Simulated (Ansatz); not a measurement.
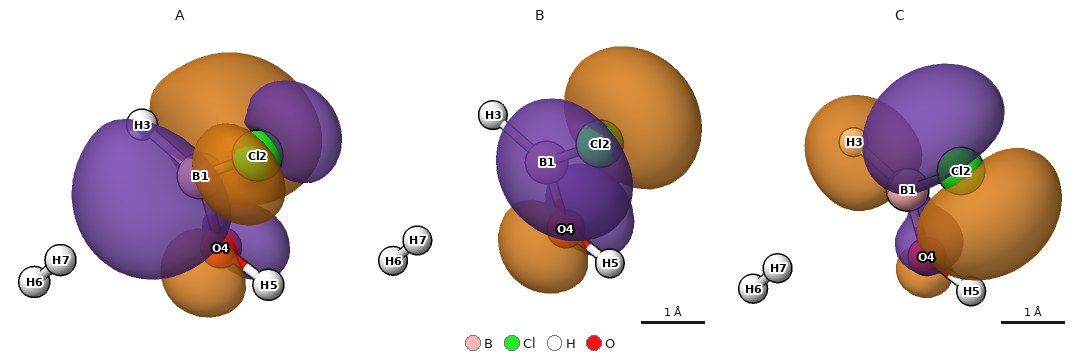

BClH2O···H2. Three frontier orbitals at ±0.1 Å⁻³ᐟ² (orange and purple are the two phases), in no order.

All numbers below come from RKS r2SCAN-D4/def2-SVP in Ansatz 0.2.0.

Input file:

```
crystal:
  periodic: [false, false, false]
  atoms:
    - { symbol: B, position_ang: [0.041065, -0.282622, 0.078235] }
    - { symbol: Cl, position_ang: [-0.058848, -0.68492, 1.862705] }
    - { symbol: H, position_ang: [1.098797, 0.031177, -0.387295] }
    - { symbol: O, position_ang: [-1.040166, -0.411945, -0.699437] }
    - { symbol: H, position_ang: [-1.832113, -0.692587, -0.218574] }
    - { symbol: H, position_ang: [-0.273079, 2.059578, 0.477585] }
    - { symbol: H, position_ang: [-0.209457, 1.78452, 1.136582] }
basis:
  gaussian: { orbitals: def2-SVP }
hamiltonian:
  xc: r2scan
  dispersion: d4
relax:
  f_tol: 0.03
  max_steps: 50
output:
  orbitals: {}
```

Launched as:

```sh
ansatz run input.yaml --threads 2 --pin off --max-ram 3072MiB --backend cpu --events-out ev --progress --plain --runs-dir out
```

The fields are those of the run's last geometry, not of the input's.

**Which picture is the HOMO−1, the HOMO and the LUMO?**

B is the HOMO−1 (−8.29 eV). Its weight (Hirshfeld) is mainly on Cl2 (about 75 %) and O4 (about 20 %); largely a lone pair of Cl2. C is the HOMO (−7.88 eV). By Hirshfeld shares it lies mainly on Cl2 (about 80 %), B1 (about 10 %) and H3 (about 5 %); largely a lone pair of Cl2. A is the LUMO (−0.70 eV). By Hirshfeld shares it lies mainly on B1 (about 55 %), O4 (about 15 %), Cl2 (about 15 %) and H3 (about 5 %).

**What is the HOMO–LUMO gap?**

7.18 eV between the orbital energies.
